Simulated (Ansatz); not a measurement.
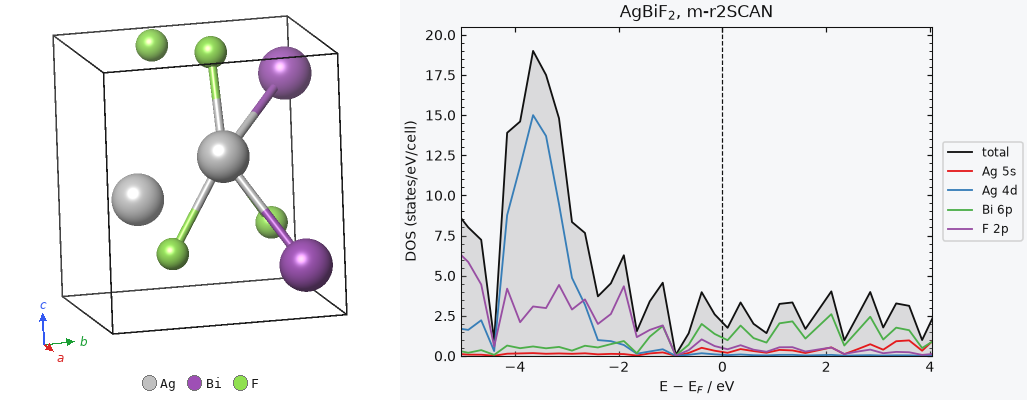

Density of states of AgBiF2 (amorphous cell), 8 atoms in the cell, beside the structure. Level of theory: DFT with m-r2SCAN, PAW plane waves, no spin polarisation, 4×4×3 k mesh, 500 eV cutoff; code Ansatz 0.2.0. Energies are counted from the Fermi level. The partial curves are projected on Löwdin-orthogonalised atomic shells.

It is a metal. The density of states at the Fermi level is about 2.2 per eV and cell (mean within 0.25 eV), or 0.27 per atom. By projected weight, the states within 0.3 eV of the Fermi level are Bi 6p (55 %), F 2p (25 %) and Ag 5s (10 %). Over the range shown, the centre of the Ag 4d weight lies 3.5 eV below the Fermi level, and the shell is essentially full. The tallest peak in the window is at −3.7 eV; by projected weight it is Ag 4d (80 %) and F 2p (15 %).

The atoms aren't at rest in this cell (largest force 7.9 eV/Å), so the relaxed material can differ. Spin-orbit coupling is left out, which matters for Bi.
